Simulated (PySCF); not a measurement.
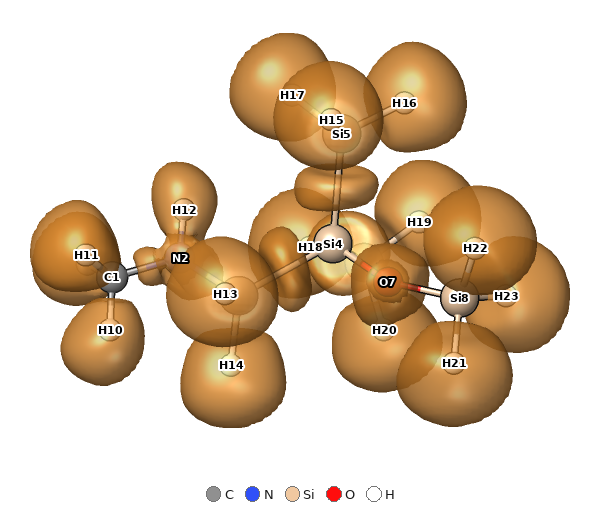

The picture shows: CH15NOSi5 (SMILES CN[SiH2][Si]([SiH3])([SiH3])O[SiH3]). Isosurface of the electron localisation function at 0.75 (orange), seen at a tilt. Only the valence region is drawn (cores and ρ < 0.01 e/Å³ removed).

Geometry: GFN2-xTB.

All numbers below come from PBE0/pcSseg-1, SCF density, gas phase, non-relativistic (PySCF 2.14.0).

Input file:

```
{"job": {"kind": "nmr", "xc": "PBE0", "basis": "pcSseg-1"}, "charge": 0, "multiplicity": 1}
C      3.831045    -0.622216     0.457520
N      2.466117    -0.166290     0.392315
Si     1.242533    -1.049450    -0.439341
Si    -0.654598     0.204344     0.015625
Si    -0.720123     2.319712    -0.985134
Si    -1.359674     0.250877     2.246009
O     -1.800754    -0.686904    -0.780276
Si    -3.266875    -1.056634    -1.331634
H      4.329551    -0.209835     1.337103
H      3.828763    -1.706505     0.533905
H      4.409454    -0.344885    -0.431037
H      2.420858     0.841496     0.394114
H      1.555520    -1.285048    -1.871638
H      1.332077    -2.399261     0.149863
H     -0.458522     2.338277    -2.431613
H     -1.984205     3.049648    -0.818949
H      0.316538     3.183633    -0.398444
H     -0.258026     0.676020     3.118205
H     -2.457426     1.195162     2.508215
H     -1.830996    -1.032073     2.783557
H     -3.194174    -2.477923    -1.654423
H     -3.512067    -0.223041    -2.507501
H     -4.239769    -0.772117    -0.276362
```

Run with:

```sh
OMP_NUM_THREADS=1 python probes_run.py task.json out
```

> Where are the electrons localised?

The ELF exceeds this value in three regions between bonded Si–Si atoms (shared pairs), 14 regions around hydrogen nuclei, one region wrapped around O (its lone pairs, merged into a ring or cap) and one joined region spread over several atoms (H, N), in which their bonds and any lone pairs are merged. Profiles from the grid: C–N (1.44 Å): the ELF peaks at about 0.90 between the atoms; a covalent bond. Si–O (1.61 Å): the ELF peaks at about 0.85 between the atoms (a polar covalent bond).
